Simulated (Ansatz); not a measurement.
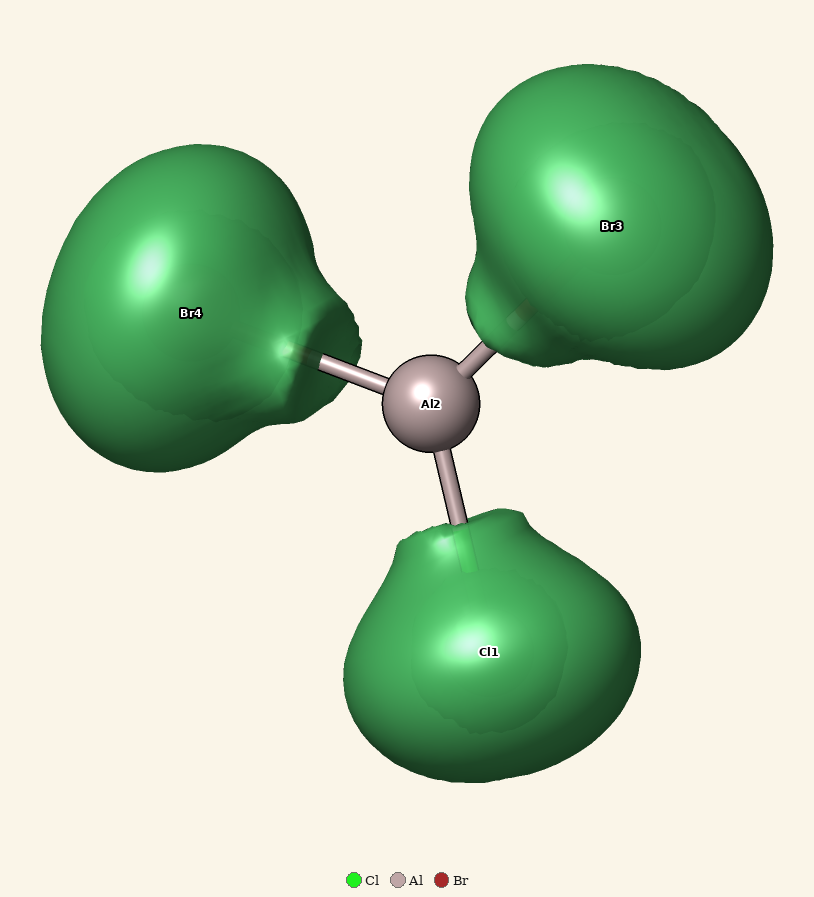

*AlBr2Cl (SMILES [Cl][Al]([Br])[Br]). Isosurface of the electron localisation function at 0.75 (green), seen at a tilt. Core shells and regions of very low density are left out.*

Not at a stationary point (largest force 1.4 eV/Å).

All numbers below come from Ansatz 0.2.0, SCF blyp, Gaussian basis.

```xyz
4

Cl   -0.0341    0.5093    2.1878
Al   -0.0174   -0.0023    0.0358
Br    1.2166   -1.8825   -0.6752
Br   -1.1096    1.3152   -1.5686
```

Describe the localisation domains.

Answer. The ELF exceeds this value in two regions on Br in which the atom's valence shell and bonds are merged and one region on Cl in which the atom's valence shell and bonds are merged. Profiles from the grid: Al–Cl (2.21 Å): the ELF peaks at about 0.85 in the valence shell of Cl, 1.0 Å from its nucleus, and is about 0.80 at the midpoint. Al–Br (2.35 Å): the ELF peaks at about 0.85 in the valence shell of Br, 1.1 Å from its nucleus, and is about 0.85 at the midpoint.
